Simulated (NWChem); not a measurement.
# C8H18 (SMILES CCCC(C)(C)CC): levels of theory compared

Wanted: a comparison of 4 runs (HF/STO-3G, HF/3-21G, B3LYP/6-31G*) of C8H18. 

The calculation is run with NWChem 7.3.0.

### Step 1. Starting point

The species is C8H18 (26 atoms), meant as a singlet with charge 0. SMILES: `CCCC(C)(C)CC`. Geometry: relaxed at PBE0-D4/def2-TZVP. This is a higher conformer, about 12 kJ/mol above the lowest found by a separate search.

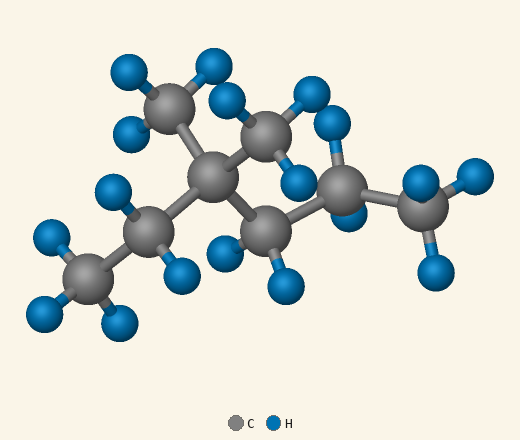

The structure, seen from a chosen angle (carbon grey, hydrogen blue).

### Step 2. Energy and gradient at HF/STO-3G (run 1)

File calc.nw:

```
start calc
memory stack 880 mb heap 220 mb global 1100 mb
geometry units angstroms noautosym nocenter noautoz
  C      2.697600     1.276800    -0.066700
  C      1.614200     0.786100    -1.015400
  C      0.751300    -0.349000    -0.454500
  C     -0.585800     0.044400     0.196200
  C     -1.551300     0.575900    -0.861100
  C     -0.390100     1.118800     1.262600
  C     -1.193600    -1.184700     0.893600
  C     -1.477500    -2.398300     0.023600
  H      3.382500     0.463700     0.190200
  H      2.281800     1.660500     0.866700
  H      3.289400     2.076300    -0.519800
  H      2.095800     0.442700    -1.936000
  H      0.981000     1.626800    -1.317000
  H      1.343300    -0.910500     0.279800
  H      0.528600    -1.054200    -1.260400
  H     -1.175700     1.494600    -1.318000
  H     -2.523200     0.806900    -0.415200
  H     -1.711400    -0.147700    -1.663600
  H      0.301200     0.784100     2.041100
  H     -0.000100     2.046200     0.837100
  H     -1.344200     1.354300     1.743200
  H     -0.518200    -1.478900     1.706000
  H     -2.125500    -0.868400     1.377400
  H     -2.172000    -2.166500    -0.787200
  H     -0.567800    -2.805900    -0.422200
  H     -1.930300    -3.194100     0.619700
end
basis spherical bse
  C library STO-3G
  H library STO-3G
end
scf
  thresh 1e-08
  maxiter 80
end
task scf gradient
```

Command:

```sh
$ nwchem calc.nw > calc.out
```

What it wrote:

```text
[...]
  functions       =    58
[...]
  wavefunction    = RHF
[...]
         Total SCF energy =   -309.771113750123
      One-electron energy =  -1252.602363735908
      Two-electron energy =    522.590295723116
 Nuclear repulsion energy =    420.240954262668
        Time for solution =     10.8s
[...]
                         RHF ENERGY GRADIENTS
    atom               coordinates                        gradient
                 x          y          z           x          y          z
   1 C       5.097725   2.412802  -0.126045   -0.018707  -0.006316  -0.016811
   2 C       3.050396   1.485514  -1.918828    0.005144  -0.012818   0.025564
   3 C       1.419751  -0.659514  -0.858880   -0.010601   0.027538  -0.000944
   4 C      -1.107001   0.083904   0.370764   -0.001299   0.000057   0.003549
   5 C      -2.931532   1.088293  -1.627243    0.018393  -0.010951   0.018947
   6 C      -0.737182   2.114225   2.385968   -0.002094  -0.019754  -0.020402
   7 C      -2.255577  -2.238758   1.688659    0.005551  -0.000448  -0.028845
   8 C      -2.792070  -4.532130   0.044598    0.005394   0.021003   0.015270
   9 H       6.391998   0.876266   0.359426    0.004216  -0.004493   0.002066
  10 H       4.311977   3.137890   1.637826   -0.002101   0.002030   0.005978
  11 H       6.216065   3.923638  -0.982280    0.004281   0.004461  -0.000965
[...]
```

It took 13 s on 1 thread of AMD EPYC 9R45 (Zen 5), shared host; peak memory 0.099 GiB.

### Step 3. Energy and forces at HF/3-21G (run 2)

File geom.nw:

```
start geom
title "C8H18"
memory stack 880 mb heap 220 mb global 1100 mb

geometry units angstroms noautosym nocenter noautoz
C        2.697600       1.276800      -0.066700
C        1.614200       0.786100      -1.015400
C        0.751300      -0.349000      -0.454500
C       -0.585800       0.044400       0.196200
C       -1.551300       0.575900      -0.861100
C       -0.390100       1.118800       1.262600
C       -1.193600      -1.184700       0.893600
C       -1.477500      -2.398300       0.023600
H        3.382500       0.463700       0.190200
H        2.281800       1.660500       0.866700
H        3.289400       2.076300      -0.519800
H        2.095800       0.442700      -1.936000
H        0.981000       1.626800      -1.317000
H        1.343300      -0.910500       0.279800
H        0.528600      -1.054200      -1.260400
H       -1.175700       1.494600      -1.318000
H       -2.523200       0.806900      -0.415200
H       -1.711400      -0.147700      -1.663600
H        0.301200       0.784100       2.041100
H       -0.000100       2.046200       0.837100
H       -1.344200       1.354300       1.743200
H       -0.518200      -1.478900       1.706000
H       -2.125500      -0.868400       1.377400
H       -2.172000      -2.166500      -0.787200
H       -0.567800      -2.805900      -0.422200
H       -1.930300      -3.194100       0.619700
end

basis spherical bse
* library 3-21G
end

scf
singlet
rhf
thresh 1e-08
maxiter 80
print low
end

task scf gradient
```

Command:

```sh
$ nwchem geom.nw > geom.out
```

What it wrote:

```text
[...]
  functions       =   108
[...]
  wavefunction    = RHF
[...]
         Total SCF energy =   -311.699855307551
      One-electron energy =  -1252.851316363202
      Two-electron energy =    520.910506792983
 Nuclear repulsion energy =    420.240954262668
        Time for solution =     13.1s
[...]
                         RHF ENERGY GRADIENTS
    atom               coordinates                        gradient
                 x          y          z           x          y          z
   1 C       5.097725   2.412802  -0.126045   -0.012569  -0.004898  -0.012506
   2 C       3.050396   1.485514  -1.918828    0.004730  -0.009408   0.019160
   3 C       1.419751  -0.659514  -0.858880   -0.004440   0.018232  -0.001192
   4 C      -1.107001   0.083904   0.370764   -0.000947   0.000339   0.002028
   5 C      -2.931532   1.088293  -1.627243    0.010017  -0.005776   0.011083
   6 C      -0.737182   2.114225   2.385968   -0.001599  -0.011456  -0.011151
   7 C      -2.255577  -2.238758   1.688659    0.002998  -0.002694  -0.018961
   8 C      -2.792070  -4.532130   0.044598    0.003225   0.014089   0.011462
   9 H       6.391998   0.876266   0.359426    0.003510  -0.003801   0.001790
  10 H       4.311977   3.137890   1.637826   -0.002207   0.002157   0.005813
  11 H       6.216065   3.923638  -0.982280    0.003164   0.004018  -0.001623
[...]
```

Wall time 16 s (1 thread of AMD EPYC 9R45 (Zen 5), shared host); peak memory 0.1 GiB.

### Step 4. Energy and gradient at B3LYP/6-31G(d) (Cartesian functions) (run 3)

File run.py:

```python
from ase import Atoms
from ase.calculators.nwchem import NWChem

mol = Atoms(['C', 'C', 'C', 'C', 'C', 'C', 'C', 'C', 'H', 'H', 'H', 'H', 'H', 'H', 'H', 'H', 'H', 'H', 'H', 'H', 'H', 'H', 'H', 'H', 'H', 'H'], positions=[
    [2.697600, 1.276800, -0.066700],
    [1.614200, 0.786100, -1.015400],
    [0.751300, -0.349000, -0.454500],
    [-0.585800, 0.044400, 0.196200],
    [-1.551300, 0.575900, -0.861100],
    [-0.390100, 1.118800, 1.262600],
    [-1.193600, -1.184700, 0.893600],
    [-1.477500, -2.398300, 0.023600],
    [3.382500, 0.463700, 0.190200],
    [2.281800, 1.660500, 0.866700],
    [3.289400, 2.076300, -0.519800],
    [2.095800, 0.442700, -1.936000],
    [0.981000, 1.626800, -1.317000],
    [1.343300, -0.910500, 0.279800],
    [0.528600, -1.054200, -1.260400],
    [-1.175700, 1.494600, -1.318000],
    [-2.523200, 0.806900, -0.415200],
    [-1.711400, -0.147700, -1.663600],
    [0.301200, 0.784100, 2.041100],
    [-0.000100, 2.046200, 0.837100],
    [-1.344200, 1.354300, 1.743200],
    [-0.518200, -1.478900, 1.706000],
    [-2.125500, -0.868400, 1.377400],
    [-2.172000, -2.166500, -0.787200],
    [-0.567800, -2.805900, -0.422200],
    [-1.930300, -3.194100, 0.619700],
])

calc = NWChem(
    label='nw',
    theory='dft',
    memory='2200 mb',
    basis='6-31G*',
    dft={'xc': 'b3lyp', 'mult': '1', 'grid': 'fine', 'convergence': 'energy 1e-08', 'iterations': '100', 'mulliken': None, 'print': 'low'},
)
mol.calc = calc

forces = mol.get_forces()
print("Total energy (eV):", round(mol.get_potential_energy(), 6))
print("forces (eV/A):")
for s, f in zip(mol.symbols, forces):
    print(f"{s:2s} {f[0]:10.5f} {f[1]:10.5f} {f[2]:10.5f}")
```

Command:

```sh
$ export ASE_NWCHEM_COMMAND="nwchem PREFIX.nwi > PREFIX.nwo"
$ python run.py
```

What it wrote:

```text
Total energy (eV): -8590.691066
forces (eV/A):
C     0.17720    0.08983    0.11914
C     0.00545    0.09991   -0.24359
C     0.08284   -0.22024   -0.02741
C     0.00206   -0.00787    0.00838
C    -0.16918    0.10752   -0.17334
C     0.00854    0.19006    0.17566
C    -0.05888   -0.00941    0.23469
C    -0.07261   -0.22636   -0.08978
H     0.09045   -0.07842    0.03744
H    -0.01198    0.04916    0.09770
H     0.07523    0.09205   -0.04242
H     0.06623   -0.02592   -0.10891
H    -0.02782    0.08881   -0.04849
H     0.06700   -0.07533    0.04551
H     0.01651   -0.07580   -0.08125
H     0.00257    0.09750   -0.06726
H    -0.11878    0.03137    0.01327
H    -0.04361   -0.04829   -0.10207
H     0.06813   -0.00396    0.10212
H     0.02900    0.10470   -0.00211
H    -0.08361    0.05312    0.07857
H     0.04247   -0.05908    0.09482
H    -0.10104   -0.00396    0.06330
H    -0.07055   -0.00329   -0.08896
H     0.07878   -0.06227   -0.05410
H    -0.05435   -0.10382    0.05903
```

The calculator wrote nw.nwi:

```
title "nw"

permanent_dir nw

scratch_dir nw

start nw

geometry units angstrom nocenter noautosym noautoz
  C  2.6976000000000000e+00 1.2767999999999999e+00 -6.6699999999999995e-02
  C  1.6142000000000001e+00 7.8610000000000002e-01 -1.0154000000000001e+00
  C  7.5129999999999997e-01 -3.4899999999999998e-01 -4.5450000000000002e-01
  C  -5.8579999999999999e-01 4.4400000000000002e-02 1.9620000000000001e-01
  C  -1.5512999999999999e+00 5.7589999999999997e-01 -8.6109999999999998e-01
  C  -3.9010000000000000e-01 1.1188000000000000e+00 1.2625999999999999e+00
  C  -1.1936000000000000e+00 -1.1847000000000001e+00 8.9359999999999995e-01
  C  -1.4775000000000000e+00 -2.3982999999999999e+00 2.3599999999999999e-02
  H  3.3824999999999998e+00 4.6370000000000000e-01 1.9020000000000001e-01
  H  2.2818000000000001e+00 1.6605000000000001e+00 8.6670000000000003e-01
  H  3.2894000000000001e+00 2.0762999999999998e+00 -5.1980000000000004e-01
  H  2.0958000000000001e+00 4.4269999999999998e-01 -1.9359999999999999e+00
  H  9.8099999999999998e-01 1.6268000000000000e+00 -1.3169999999999999e+00
  H  1.3432999999999999e+00 -9.1049999999999998e-01 2.7979999999999999e-01
  H  5.2859999999999996e-01 -1.0542000000000000e+00 -1.2604000000000000e+00
  H  -1.1757000000000000e+00 1.4945999999999999e+00 -1.3180000000000001e+00
  H  -2.5232000000000001e+00 8.0689999999999995e-01 -4.1520000000000001e-01
  H  -1.7114000000000000e+00 -1.4770000000000000e-01 -1.6636000000000000e+00
  H  3.0120000000000002e-01 7.8410000000000002e-01 2.0411000000000001e+00
  H  -1.0000000000000000e-04 2.0461999999999998e+00 8.3709999999999996e-01
  H  -1.3442000000000001e+00 1.3543000000000001e+00 1.7432000000000001e+00
  H  -5.1819999999999999e-01 -1.4789000000000001e+00 1.7060000000000000e+00
  H  -2.1255000000000002e+00 -8.6839999999999995e-01 1.3774000000000000e+00
  H  -2.1720000000000002e+00 -2.1665000000000001e+00 -7.8720000000000001e-01
  H  -5.6779999999999997e-01 -2.8058999999999998e+00 -4.2220000000000002e-01
  H  -1.9302999999999999e+00 -3.1941000000000002e+00 6.1970000000000003e-01
end

memory 2200 mb

basis noprint
   * library 6-31G*
end

dft
  xc b3lyp
  mult 1
  grid fine
  convergence energy 1e-08
  iterations 100
  mulliken
  print low
end

task dft gradient
```

nw.nwo:

```text
Northwest Computational Chemistry Package (NWChem) 7.3.0
             --------------------------------------------------------

           Job information
           ---------------

    nwchem branch   = 7.3.0
    use scalapack   = T
    input           = nw.nwi
    prefix          = nw.
    data base       = nw/nw.db
    status          = startup
    nproc           =        1

           Memory information
           ------------------

[... 5 lines left out ...]
    hardfail = no
[... 37 lines left out ...]
            Nuclear Dipole moment (a.u.)
[... 123 lines left out ...]
         Total DFT energy =     -315.702076267144
[... 1 line left out ...]
           Coulomb energy =      570.733562201795
[... 1 line left out ...]
 Nuclear repulsion energy =      420.240954262668
[... 29 lines left out ...]
                         DFT ENERGY GRADIENTS

    atom               coordinates                        gradient
                 x          y          z           x          y          z
   1 C       5.097725   2.412802  -0.126045   -0.003446  -0.001747  -0.002317
   2 C       3.050396   1.485514  -1.918828   -0.000106  -0.001943   0.004737
   3 C       1.419751  -0.659514  -0.858880   -0.001611   0.004283   0.000533
[... 22 lines of this table left out ...]
  26 H      -3.647738  -6.035974   1.171063    0.001057   0.002019  -0.001148

 Task  times  cpu:       60.8s     wall:       60.8s
 Total times  cpu:       60.8s     wall:       60.8s
```

Run time: 62 s. Hardware: 1 thread of AMD EPYC 9R45 (Zen 5), shared host; peak memory 0.15 GiB.

### Step 5. Energy and gradient at B3LYP/6-31G(d) (spherical functions) (run 4)

File calc.nw:

```
start calc
memory stack 880 mb heap 220 mb global 1100 mb
charge 0

geometry units angstrom noautosym nocenter noautoz
   C     2.697600    1.276800   -0.066700
   C     1.614200    0.786100   -1.015400
   C     0.751300   -0.349000   -0.454500
   C    -0.585800    0.044400    0.196200
   C    -1.551300    0.575900   -0.861100
   C    -0.390100    1.118800    1.262600
   C    -1.193600   -1.184700    0.893600
   C    -1.477500   -2.398300    0.023600
   H     3.382500    0.463700    0.190200
   H     2.281800    1.660500    0.866700
   H     3.289400    2.076300   -0.519800
   H     2.095800    0.442700   -1.936000
   H     0.981000    1.626800   -1.317000
   H     1.343300   -0.910500    0.279800
   H     0.528600   -1.054200   -1.260400
   H    -1.175700    1.494600   -1.318000
   H    -2.523200    0.806900   -0.415200
   H    -1.711400   -0.147700   -1.663600
   H     0.301200    0.784100    2.041100
   H    -0.000100    2.046200    0.837100
   H    -1.344200    1.354300    1.743200
   H    -0.518200   -1.478900    1.706000
   H    -2.125500   -0.868400    1.377400
   H    -2.172000   -2.166500   -0.787200
   H    -0.567800   -2.805900   -0.422200
   H    -1.930300   -3.194100    0.619700
end

basis "ao basis" spherical bse
   * library 6-31G*
end

dft
   xc b3lyp
   grid fine
   convergence energy 1e-08
   iterations 100
   mulliken
end

task dft gradient
```

Command:

```sh
$ nwchem calc.nw > calc.out
```

What it wrote:

```text
[...]
          Wavefunction type:  closed shell.
          No. of atoms     :    26
          No. of electrons :    66
[...]
          Charge           :     0
          Spin multiplicity:     1
[...]
          AO basis - number of functions:   148
[...]
              XC Information
              --------------
                         B3LYP Method XC Potential
                     Hartree-Fock (Exact) Exchange  0.200
                        Slater Exchange Functional  0.800 local
                    Becke 1988 Exchange Functional  0.720 non-local
              Lee-Yang-Parr Correlation Functional  0.810
                  VWN I RPA Correlation Functional  0.190 local
[...]
 d= 0,ls=0.0,diis     1   -315.6160332185 -7.36D+02  5.71D-03  6.35D-01     7.1
[...]
 d= 0,ls=0.0,diis     8   -315.6966280891 -9.38D-10  8.96D-07  1.92D-08    48.2
         Total DFT energy =     -315.696628089086
      One electron energy =    -1256.499812662429
           Coulomb energy =      570.872667243013
    Exchange-Corr. energy =      -50.310436932338
 Nuclear repulsion energy =      420.240954262668
[...]
  wavefunction    = closed shell
[...]
```

Wall time 60 s (1 thread of AMD EPYC 9R45 (Zen 5), shared host); peak memory 0.14 GiB.

### Step 6. All runs side by side

```
run                               level  Cartesian functions  iteration cap  energy (Eh)  largest force (eV/Å)  wall time
  1                           HF/STO-3G                   no             80  -309.771114                 1.518       13 s
  2                            HF/3-21G                   no             80  -311.699855                 1.124       16 s
  3  B3LYP/6-31G* (Cartesian functions)                  yes            100  -315.702076                 0.265       62 s
  4  B3LYP/6-31G* (spherical functions)                   no            100  -315.696628                 0.271       60 s
```

### Step 7. Outcome

```
                       quantity          value
            run 4: total energy  -315.69663 Eh
           run 4: dipole moment         0.08 D
             run 4: HOMO energy       -7.96 eV
             run 4: LUMO energy        2.18 eV
           run 4: HOMO–LUMO gap       10.14 eV
run 4: largest force on an atom     0.271 eV/Å
```

In words: In run 1 the basis is minimal, so the values are rough. All runs together took 2.5 min, the longest 62 s.
